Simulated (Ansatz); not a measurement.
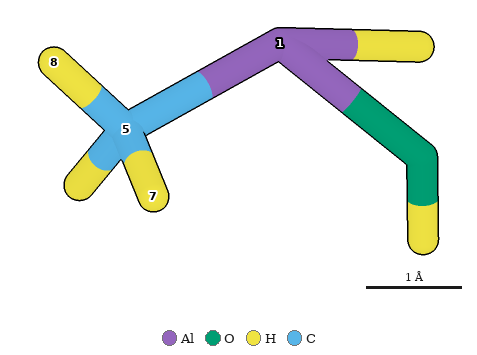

Fig. 1: The input geometry (stick view, seen at a tilt; atoms are numbered from 1 in the order of the input). Sticks mark near contacts. Bond lengths as drawn: Al–C 2.00 Å, Al–H 1.73 Å, Al–O 1.93 Å, C–H 1.11 Å and H–O 0.99 Å.

## Run report: CH5AlO, molecular dynamics (part 1 of 5)

CH5AlO, computed with RKS PBE/cc-pVDZ (Ansatz 0.2.0).

It belongs to a series of runs on one base structure; here: dynamics from the highest image of the converged band. Figures and captions count atoms from 1; the log counts them from 0 in places.

### Log
```
Engine: ansatz 0.2.0, aarch64-unknown-linux-gnu
Functional definition: PBE
  parameter kappa = 0.804
  parameter beta = 0.06672455060314922
  exchange = pbe_x(kappa = kappa, mu = beta*pi^2/3)
  correlation = pbe_c(beta = beta)
858 factors; their error is unknown
mean field evaluation 1: about -9740.0530 eV, gradient 7.8e1 eV
mean field evaluation 2: about -9642.8356 eV, gradient 1.9e2 eV
mean field evaluation 4: about -9752.2771 eV, gradient 2.0e1 eV
mean field evaluation 8: about -9753.4730 eV, gradient 2.4e-1 eV
mean field evaluation 16: about -9753.4328 eV, gradient 2.5e-4 eV
mean field -9753.43277015 eV, -358.4320431889 hartree, gradient 1.1e-5 eV, S^2 0.000000; 0 other end points of the search recorded, 0 dependent functions left out
the calculation of the forces begins
reference -9753.43280713 eV, -358.4320445478 hartree; 16, 16 occupied and 55, 55 virtual orbitals, 858 factors
md step     0: t =     0.00 fs  T =   100.0 K  F+E_penalty+E_count = -9753.43277015 eV  E_kin = 0.077556 eV  conserved = -9753.35521415 eV  (28 SCF iters)
these checks for a lower state are left out or cut short: starts, cluster_reference, orbital_swaps, neighbouring_geometries, increment
858 factors; their error is unknown
mean field -9753.43122282 eV, -358.4319863254 hartree, gradient 2.7e-5 eV, S^2 0.000000; 0 other end points of the search recorded, 0 dependent functions left out
the calculation of the forces begins
reference -9753.43125978 eV, -358.4319876838 hartree; 16, 16 occupied and 55, 55 virtual orbitals, 858 factors
md step     1: t =     0.50 fs  T =    98.0 K  F+E_penalty+E_count = -9753.43122282 eV  E_kin = 0.076039 eV  conserved = -9753.35518363 eV  (29 SCF iters)
[... from here on the SCF iterations and repeated set-up lines of each step are left out, up to the last step ...]
md step     2: t =     1.00 fs  T =    92.8 K  F+E_penalty+E_count = -9753.42705984 eV  E_kin = 0.071969 eV  conserved = -9753.35509116 eV  (29 SCF iters)
md step     3: t =     1.50 fs  T =    86.1 K  F+E_penalty+E_count = -9753.42173716 eV  E_kin = 0.066769 eV  conserved = -9753.35496788 eV  (31 SCF iters)
md step     4: t =     2.00 fs  T =    80.4 K  F+E_penalty+E_count = -9753.41717799 eV  E_kin = 0.062317 eV  conserved = -9753.35486089 eV  (31 SCF iters)
md step     5: t =     2.50 fs  T =    77.7 K  F+E_penalty+E_count = -9753.41504481 eV  E_kin = 0.060232 eV  conserved = -9753.35481283 eV  (31 SCF iters)
md step     6: t =     3.00 fs  T =    79.0 K  F+E_penalty+E_count = -9753.41608861 eV  E_kin = 0.061248 eV  conserved = -9753.35484037 eV  (31 SCF iters)
md step     7: t =     3.50 fs  T =    83.8 K  F+E_penalty+E_count = -9753.41989444 eV  E_kin = 0.064968 eV  conserved = -9753.35492606 eV  (31 SCF iters)
md step     8: t =     4.00 fs  T =    90.4 K  F+E_penalty+E_count = -9753.42514577 eV  E_kin = 0.070117 eV  conserved = -9753.35502834 eV  (31 SCF iters)
md step     9: t =     4.50 fs  T =    96.9 K  F+E_penalty+E_count = -9753.43025896 eV  E_kin = 0.075156 eV  conserved = -9753.35510272 eV  (31 SCF iters)
md step    10: t =     5.00 fs  T =   101.8 K  F+E_penalty+E_count = -9753.43407015 eV  E_kin = 0.078949 eV  conserved = -9753.35512076 eV  (31 SCF iters)
md step    11: t =     5.50 fs  T =   104.7 K  F+E_penalty+E_count = -9753.43628327 eV  E_kin = 0.081205 eV  conserved = -9753.35507810 eV  (31 SCF iters)
md step    12: t =     6.00 fs  T =   106.5 K  F+E_penalty+E_count = -9753.43754980 eV  E_kin = 0.082559 eV  conserved = -9753.35499099 eV  (31 SCF iters)
md step    13: t =     6.50 fs  T =   108.7 K  F+E_penalty+E_count = -9753.43922693 eV  E_kin = 0.084341 eV  conserved = -9753.35488623 eV  (31 SCF iters)
md step    14: t =     7.00 fs  T =   113.7 K  F+E_penalty+E_count = -9753.44296255 eV  E_kin = 0.088172 eV  conserved = -9753.35479092 eV  (31 SCF iters)
md step    15: t =     7.50 fs  T =   123.2 K  F+E_penalty+E_count = -9753.45026917 eV  E_kin = 0.095544 eV  conserved = -9753.35472481 eV  (31 SCF iters)
md step    16: t =     8.00 fs  T =   138.6 K  F+E_penalty+E_count = -9753.46221100 eV  E_kin = 0.107515 eV  conserved = -9753.35469613 eV  (31 SCF iters)
md step    17: t =     8.50 fs  T =   160.6 K  F+E_penalty+E_count = -9753.47927322 eV  E_kin = 0.124573 eV  conserved = -9753.35470066 eV  (31 SCF iters)
md step    18: t =     9.00 fs  T =   189.2 K  F+E_penalty+E_count = -9753.50143004 eV  E_kin = 0.146706 eV  conserved = -9753.35472383 eV  (29 SCF iters)
md step    19: t =     9.50 fs  T =   223.9 K  F+E_penalty+E_count = -9753.52837766 eV  E_kin = 0.173632 eV  conserved = -9753.35474565 eV  (29 SCF iters)
md step    20: t =    10.00 fs  T =   264.5 K  F+E_penalty+E_count = -9753.55985149 eV  E_kin = 0.205104 eV  conserved = -9753.35474795 eV  (30 SCF iters)
md step    21: t =    10.50 fs  T =   311.0 K  F+E_penalty+E_count = -9753.59591391 eV  E_kin = 0.241193 eV  conserved = -9753.35472127 eV  (30 SCF iters)
md step    22: t =    11.00 fs  T =   364.2 K  F+E_penalty+E_count = -9753.63710448 eV  E_kin = 0.282436 eV  conserved = -9753.35466829 eV  (28 SCF iters)
md step    23: t =    11.50 fs  T =   425.2 K  F+E_penalty+E_count = -9753.68440366 eV  E_kin = 0.329803 eV  conserved = -9753.35460081 eV  (28 SCF iters)
md step    24: t =    12.00 fs  T =   495.8 K  F+E_penalty+E_count = -9753.73905299 eV  E_kin = 0.384520 eV  conserved = -9753.35453339 eV  (28 SCF iters)
md step    25: t =    12.50 fs  T =   577.5 K  F+E_penalty+E_count = -9753.80233156 eV  E_kin = 0.447854 eV  conserved = -9753.35447782 eV  (29 SCF iters)
md step    26: t =    13.00 fs  T =   671.7 K  F+E_penalty+E_count = -9753.87536848 eV  E_kin = 0.520925 eV  conserved = -9753.35444382 eV  (29 SCF iters)
md step    27: t =    13.50 fs  T =   779.5 K  F+E_penalty+E_count = -9753.95899132 eV  E_kin = 0.604549 eV  conserved = -9753.35444210 eV  (29 SCF iters)
md step    28: t =    14.00 fs  T =   901.4 K  F+E_penalty+E_count = -9754.05356941 eV  E_kin = 0.699085 eV  conserved = -9753.35448469 eV  (29 SCF iters)
md step    29: t =    14.50 fs  T =  1037.0 K  F+E_penalty+E_count = -9754.15884640 eV  E_kin = 0.804266 eV  conserved = -9753.35458042 eV  (29 SCF iters)
md step    30: t =    15.00 fs  T =  1185.1 K  F+E_penalty+E_count = -9754.27381819 eV  E_kin = 0.919087 eV  conserved = -9753.35473128 eV  (29 SCF iters)
md step    31: t =    15.50 fs  T =  1343.3 K  F+E_penalty+E_count = -9754.39671180 eV  E_kin = 1.041781 eV  conserved = -9753.35493124 eV  (29 SCF iters)
md step    32: t =    16.00 fs  T =  1508.5 K  F+E_penalty+E_count = -9754.52507466 eV  E_kin = 1.169905 eV  conserved = -9753.35516942 eV  (29 SCF iters)
md step    33: t =    16.50 fs  T =  1676.9 K  F+E_penalty+E_count = -9754.65593147 eV  E_kin = 1.300499 eV  conserved = -9753.35543261 eV  (29 SCF iters)
md step    34: t =    17.00 fs  T =  1844.2 K  F+E_penalty+E_count = -9754.78596981 eV  E_kin = 1.430265 eV  conserved = -9753.35570516 eV  (29 SCF iters)
md step    35: t =    17.50 fs  T =  2006.0 K  F+E_penalty+E_count = -9754.91175698 eV  E_kin = 1.555789 eV  conserved = -9753.35596762 eV  (29 SCF iters)
md step    36: t =    18.00 fs  T =  2158.2 K  F+E_penalty+E_count = -9755.03000373 eV  E_kin = 1.673805 eV  conserved = -9753.35619906 eV  (27 SCF iters)
md step    37: t =    18.50 fs  T =  2297.0 K  F+E_penalty+E_count = -9755.13785776 eV  E_kin = 1.781478 eV  conserved = -9753.35637930 eV  (27 SCF iters)
md step    38: t =    19.00 fs  T =  2419.8 K  F+E_penalty+E_count = -9755.23317440 eV  E_kin = 1.876675 eV  conserved = -9753.35649903 eV  (28 SCF iters)
md step    39: t =    19.50 fs  T =  2524.7 K  F+E_penalty+E_count = -9755.31463598 eV  E_kin = 1.958071 eV  conserved = -9753.35656491 eV  (26 SCF iters)
md step    40: t =    20.00 fs  T =  2611.1 K  F+E_penalty+E_count = -9755.38163595 eV  E_kin = 2.025037 eV  conserved = -9753.35659903 eV  (28 SCF iters)
md step    41: t =    20.50 fs  T =  2678.5 K  F+E_penalty+E_count = -9755.43394178 eV  E_kin = 2.077313 eV  conserved = -9753.35662909 eV  (28 SCF iters)
md step    42: t =    21.00 fs  T =  2726.6 K  F+E_penalty+E_count = -9755.47130121 eV  E_kin = 2.114633 eV  conserved = -9753.35666854 eV  (28 SCF iters)
md step    43: t =    21.50 fs  T =  2754.9 K  F+E_penalty+E_count = -9755.49326256 eV  E_kin = 2.136556 eV  conserved = -9753.35670672 eV  (28 SCF iters)
md step    44: t =    22.00 fs  T =  2762.7 K  F+E_penalty+E_count = -9755.49936622 eV  E_kin = 2.142655 eV  conserved = -9753.35671169 eV  (28 SCF iters)
md step    45: t =    22.50 fs  T =  2750.3 K  F+E_penalty+E_count = -9755.48964437 eV  E_kin = 2.132994 eV  conserved = -9753.35665011 eV  (29 SCF iters)
md step    46: t =    23.00 fs  T =  2718.8 K  F+E_penalty+E_count = -9755.46513788 eV  E_kin = 2.108631 eV  conserved = -9753.35650737 eV  (29 SCF iters)
md step    47: t =    23.50 fs  T =  2671.4 K  F+E_penalty+E_count = -9755.42811831 eV  E_kin = 2.071820 eV  conserved = -9753.35629876 eV  (29 SCF iters)
md step    48: t =    24.00 fs  T =  2612.0 K  F+E_penalty+E_count = -9755.38184927 eV  E_kin = 2.025784 eV  conserved = -9753.35606552 eV  (29 SCF iters)
md step    49: t =    24.50 fs  T =  2545.4 K  F+E_penalty+E_count = -9755.32994641 eV  E_kin = 1.974088 eV  conserved = -9753.35585848 eV  (29 SCF iters)
md step    50: t =    25.00 fs  T =  2475.5 K  F+E_penalty+E_count = -9755.27558547 eV  E_kin = 1.919867 eV  conserved = -9753.35571871 eV  (28 SCF iters)
md step    51: t =    25.50 fs  T =  2405.0 K  F+E_penalty+E_count = -9755.22086562 eV  E_kin = 1.865204 eV  conserved = -9753.35566144 eV  (28 SCF iters)
md step    52: t =    26.00 fs  T =  2335.0 K  F+E_penalty+E_count = -9755.16657012 eV  E_kin = 1.810898 eV  conserved = -9753.35567170 eV  (28 SCF iters)
md step    53: t =    26.50 fs  T =  2265.1 K  F+E_penalty+E_count = -9755.11239583 eV  E_kin = 1.756683 eV  conserved = -9753.35571240 eV  (28 SCF iters)
md step    54: t =    27.00 fs  T =  2194.3 K  F+E_penalty+E_count = -9755.05753529 eV  E_kin = 1.701797 eV  conserved = -9753.35573860 eV  (28 SCF iters)
md step    55: t =    27.50 fs  T =  2121.9 K  F+E_penalty+E_count = -9755.00138216 eV  E_kin = 1.645667 eV  conserved = -9753.35571511 eV  (28 SCF iters)
md step    56: t =    28.00 fs  T =  2048.2 K  F+E_penalty+E_count = -9754.94409407 eV  E_kin = 1.588464 eV  conserved = -9753.35562963 eV  (28 SCF iters)
md step    57: t =    28.50 fs  T =  1974.4 K  F+E_penalty+E_count = -9754.88680127 eV  E_kin = 1.531303 eV  conserved = -9753.35549801 eV  (28 SCF iters)
md step    58: t =    29.00 fs  T =  1903.2 K  F+E_penalty+E_count = -9754.83137433 eV  E_kin = 1.476015 eV  conserved = -9753.35535973 eV  (26 SCF iters)
md step    59: t =    29.50 fs  T =  1836.8 K  F+E_penalty+E_count = -9754.77983878 eV  E_kin = 1.424580 eV  conserved = -9753.35525909 eV  (28 SCF iters)
md step    60: t =    30.00 fs  T =  1777.4 K  F+E_penalty+E_count = -9754.73371130 eV  E_kin = 1.378488 eV  conserved = -9753.35522347 eV  (29 SCF iters)
md step    61: t =    30.50 fs  T =  1725.6 K  F+E_penalty+E_count = -9754.69358202 eV  E_kin = 1.338330 eV  conserved = -9753.35525204 eV  (28 SCF iters)
md step    62: t =    31.00 fs  T =  1681.1 K  F+E_penalty+E_count = -9754.65911715 eV  E_kin = 1.303797 eV  conserved = -9753.35532039 eV  (28 SCF iters)
md step    63: t =    31.50 fs  T =  1642.7 K  F+E_penalty+E_count = -9754.62940653 eV  E_kin = 1.274007 eV  conserved = -9753.35539909 eV  (28 SCF iters)
md step    64: t =    32.00 fs  T =  1609.1 K  F+E_penalty+E_count = -9754.60339766 eV  E_kin = 1.247929 eV  conserved = -9753.35546856 eV  (28 SCF iters)
md step    65: t =    32.50 fs  T =  1579.1 K  F+E_penalty+E_count = -9754.58018666 eV  E_kin = 1.224663 eV  conserved = -9753.35552394 eV  (28 SCF iters)
md step    66: t =    33.00 fs  T =  1551.8 K  F+E_penalty+E_count = -9754.55908813 eV  E_kin = 1.203518 eV  conserved = -9753.35557045 eV  (28 SCF iters)
md step    67: t =    33.50 fs  T =  1526.5 K  F+E_penalty+E_count = -9754.53954320 eV  E_kin = 1.183925 eV  conserved = -9753.35561770 eV  (28 SCF iters)
md step    68: t =    34.00 fs  T =  1502.5 K  F+E_penalty+E_count = -9754.52096108 eV  E_kin = 1.165286 eV  conserved = -9753.35567469 eV  (28 SCF iters)
md step    69: t =    34.50 fs  T =  1478.7 K  F+E_penalty+E_count = -9754.50256926 eV  E_kin = 1.146820 eV  conserved = -9753.35574940 eV  (28 SCF iters)
md step    70: t =    35.00 fs  T =  1453.7 K  F+E_penalty+E_count = -9754.48329270 eV  E_kin = 1.127445 eV  conserved = -9753.35584766 eV  (27 SCF iters)
md step    71: t =    35.50 fs  T =  1425.7 K  F+E_penalty+E_count = -9754.46167616 eV  E_kin = 1.105704 eV  conserved = -9753.35597188 eV  (27 SCF iters)
md step    72: t =    36.00 fs  T =  1392.2 K  F+E_penalty+E_count = -9754.43588670 eV  E_kin = 1.079772 eV  conserved = -9753.35611489 eV  (27 SCF iters)
md step    73: t =    36.50 fs  T =  1350.8 K  F+E_penalty+E_count = -9754.40386943 eV  E_kin = 1.047613 eV  conserved = -9753.35625677 eV  (27 SCF iters)
md step    74: t =    37.00 fs  T =  1298.9 K  F+E_penalty+E_count = -9754.36370817 eV  E_kin = 1.007346 eV  conserved = -9753.35636261 eV  (27 SCF iters)
md step    75: t =    37.50 fs  T =  1235.0 K  F+E_penalty+E_count = -9754.31419550 eV  E_kin = 0.957809 eV  conserved = -9753.35638642 eV  (27 SCF iters)
md step    76: t =    38.00 fs  T =  1159.5 K  F+E_penalty+E_count = -9754.25554990 eV  E_kin = 0.899271 eV  conserved = -9753.35627863 eV  (27 SCF iters)
md step    77: t =    38.50 fs  T =  1075.6 K  F+E_penalty+E_count = -9754.19015827 eV  E_kin = 0.834162 eV  conserved = -9753.35599648 eV  (26 SCF iters)
md step    78: t =    39.00 fs  T =   989.8 K  F+E_penalty+E_count = -9754.12318135 eV  E_kin = 0.767663 eV  conserved = -9753.35551794 eV  (27 SCF iters)
md step    79: t =    39.50 fs  T =   912.8 K  F+E_penalty+E_count = -9754.06277600 eV  E_kin = 0.707902 eV  conserved = -9753.35487427 eV  (27 SCF iters)
md step    80: t =    40.00 fs  T =   857.8 K  F+E_penalty+E_count = -9754.01948862 eV  E_kin = 0.665310 eV  conserved = -9753.35417891 eV  (27 SCF iters)
md step    81: t =    40.50 fs  T =   839.1 K  F+E_penalty+E_count = -9754.00443151 eV  E_kin = 0.650807 eV  conserved = -9753.35362437 eV  (27 SCF iters)
md step    82: t =    41.00 fs  T =   867.7 K  F+E_penalty+E_count = -9754.02636147 eV  E_kin = 0.672943 eV  conserved = -9753.35341855 eV  (27 SCF iters)
md step    83: t =    41.50 fs  T =   947.6 K  F+E_penalty+E_count = -9754.08860646 eV  E_kin = 0.734921 eV  conserved = -9753.35368569 eV  (27 SCF iters)
md step    84: t =    42.00 fs  T =  1073.9 K  F+E_penalty+E_count = -9754.18725892 eV  E_kin = 0.832863 eV  conserved = -9753.35439572 eV  (27 SCF iters)
md step    85: t =    42.50 fs  T =  1233.0 K  F+E_penalty+E_count = -9754.31162562 eV  E_kin = 0.956250 eV  conserved = -9753.35537515 eV  (27 SCF iters)
md step    86: t =    43.00 fs  T =  1405.9 K  F+E_penalty+E_count = -9754.44676862 eV  E_kin = 1.090379 eV  conserved = -9753.35638930 eV  (27 SCF iters)
md step    87: t =    43.50 fs  T =  1572.7 K  F+E_penalty+E_count = -9754.57696524 eV  E_kin = 1.219727 eV  conserved = -9753.35723793 eV  (27 SCF iters)
md step    88: t =    44.00 fs  T =  1716.1 K  F+E_penalty+E_count = -9754.68871991 eV  E_kin = 1.330911 eV  conserved = -9753.35780875 eV  (27 SCF iters)
md step    89: t =    44.50 fs  T =  1823.8 K  F+E_penalty+E_count = -9754.77256836 eV  E_kin = 1.414504 eV  conserved = -9753.35806400 eV  (27 SCF iters)
md step    90: t =    45.00 fs  T =  1889.8 K  F+E_penalty+E_count = -9754.82371266 eV  E_kin = 1.465680 eV  conserved = -9753.35803283 eV  (27 SCF iters)
md step    91: t =    45.50 fs  T =  1913.4 K  F+E_penalty+E_count = -9754.84171775 eV  E_kin = 1.483944 eV  conserved = -9753.35777401 eV  (27 SCF iters)
md step    92: t =    46.00 fs  T =  1898.4 K  F+E_penalty+E_count = -9754.82969711 eV  E_kin = 1.472337 eV  conserved = -9753.35736035 eV  (28 SCF iters)
md step    93: t =    46.50 fs  T =  1852.1 K  F+E_penalty+E_count = -9754.79325138 eV  E_kin = 1.436380 eV  conserved = -9753.35687115 eV  (28 SCF iters)
md step    94: t =    47.00 fs  T =  1783.1 K  F+E_penalty+E_count = -9754.73925506 eV  E_kin = 1.382865 eV  conserved = -9753.35639010 eV  (28 SCF iters)
md step    95: t =    47.50 fs  T =  1700.2 K  F+E_penalty+E_count = -9754.67460345 eV  E_kin = 1.318621 eV  conserved = -9753.35598200 eV  (28 SCF iters)
md step    96: t =    48.00 fs  T =  1611.1 K  F+E_penalty+E_count = -9754.60520564 eV  E_kin = 1.249525 eV  conserved = -9753.35568107 eV  (28 SCF iters)
md step    97: t =    48.50 fs  T =  1521.4 K  F+E_penalty+E_count = -9754.53544403 eV  E_kin = 1.179960 eV  conserved = -9753.35548355 eV  (27 SCF iters)
md step    98: t =    49.00 fs  T =  1434.9 K  F+E_penalty+E_count = -9754.46820132 eV  E_kin = 1.112845 eV  conserved = -9753.35535656 eV  (28 SCF iters)
md step    99: t =    49.50 fs  T =  1354.0 K  F+E_penalty+E_count = -9754.40533178 eV  E_kin = 1.050074 eV  conserved = -9753.35525780 eV  (28 SCF iters)
md step   100: t =    50.00 fs  T =  1280.5 K  F+E_penalty+E_count = -9754.34828995 eV  E_kin = 0.993136 eV  conserved = -9753.35515395 eV  (29 SCF iters)
md step   101: t =    50.50 fs  T =  1216.7 K  F+E_penalty+E_count = -9754.29863195 eV  E_kin = 0.943600 eV  conserved = -9753.35503157 eV  (30 SCF iters)
md step   102: t =    51.00 fs  T =  1164.7 K  F+E_penalty+E_count = -9754.25822451 eV  E_kin = 0.903328 eV  conserved = -9753.35489614 eV  (30 SCF iters)
md step   103: t =    51.50 fs  T =  1127.4 K  F+E_penalty+E_count = -9754.22916300 eV  E_kin = 0.874398 eV  conserved = -9753.35476478 eV  (30 SCF iters)
md step   104: t =    52.00 fs  T =  1107.4 K  F+E_penalty+E_count = -9754.21350196 eV  E_kin = 0.858844 eV  conserved = -9753.35465802 eV  (30 SCF iters)
md step   105: t =    52.50 fs  T =  1106.7 K  F+E_penalty+E_count = -9754.21292781 eV  E_kin = 0.858335 eV  conserved = -9753.35459272 eV  (30 SCF iters)
md step   106: t =    53.00 fs  T =  1126.8 K  F+E_penalty+E_count = -9754.22848502 eV  E_kin = 0.873907 eV  conserved = -9753.35457812 eV  (30 SCF iters)
md step   107: t =    53.50 fs  T =  1167.9 K  F+E_penalty+E_count = -9754.26042639 eV  E_kin = 0.905813 eV  conserved = -9753.35461347 eV  (29 SCF iters)
md step   108: t =    54.00 fs  T =  1229.5 K  F+E_penalty+E_count = -9754.30822167 eV  E_kin = 0.953533 eV  conserved = -9753.35468866 eV  (29 SCF iters)
md step   109: t =    54.50 fs  T =  1309.9 K  F+E_penalty+E_count = -9754.37071520 eV  E_kin = 1.015928 eV  conserved = -9753.35478759 eV  (30 SCF iters)
md step   110: t =    55.00 fs  T =  1407.3 K  F+E_penalty+E_count = -9754.44637817 eV  E_kin = 1.091484 eV  conserved = -9753.35489442 eV  (28 SCF iters)
md step   111: t =    55.50 fs  T =  1519.6 K  F+E_penalty+E_count = -9754.53355708 eV  E_kin = 1.178556 eV  conserved = -9753.35500098 eV  (28 SCF iters)
md step   112: t =    56.00 fs  T =  1644.6 K  F+E_penalty+E_count = -9754.63060273 eV  E_kin = 1.275490 eV  conserved = -9753.35511311 eV  (28 SCF iters)
md step   113: t =    56.50 fs  T =  1780.1 K  F+E_penalty+E_count = -9754.73579078 eV  E_kin = 1.380540 eV  conserved = -9753.35525091 eV  (29 SCF iters)
md step   114: t =    57.00 fs  T =  1923.2 K  F+E_penalty+E_count = -9754.84703254 eV  E_kin = 1.491591 eV  conserved = -9753.35544191 eV  (29 SCF iters)
md step   115: t =    57.50 fs  T =  2070.5 K  F+E_penalty+E_count = -9754.96147785 eV  E_kin = 1.605767 eV  conserved = -9753.35571094 eV  (28 SCF iters)
md step   116: t =    58.00 fs  T =  2216.6 K  F+E_penalty+E_count = -9755.07516453 eV  E_kin = 1.719094 eV  conserved = -9753.35607041 eV  (26 SCF iters)
md step   117: t =    58.50 fs  T =  2354.9 K  F+E_penalty+E_count = -9755.18285740 eV  E_kin = 1.826344 eV  conserved = -9753.35651336 eV  (28 SCF iters)
md step   118: t =    59.00 fs  T =  2477.1 K  F+E_penalty+E_count = -9755.27817314 eV  E_kin = 1.921162 eV  conserved = -9753.35701104 eV  (28 SCF iters)
md step   119: t =    59.50 fs  T =  2574.3 K  F+E_penalty+E_count = -9755.35405219 eV  E_kin = 1.996550 eV  conserved = -9753.35750262 eV  (28 SCF iters)
md step   120: t =    60.00 fs  T =  2637.8 K  F+E_penalty+E_count = -9755.40365629 eV  E_kin = 2.045753 eV  conserved = -9753.35790310 eV  (28 SCF iters)
md step   121: t =    60.50 fs  T =  2660.7 K  F+E_penalty+E_count = -9755.42166594 eV  E_kin = 2.063570 eV  conserved = -9753.35809550 eV  (28 SCF iters)
```
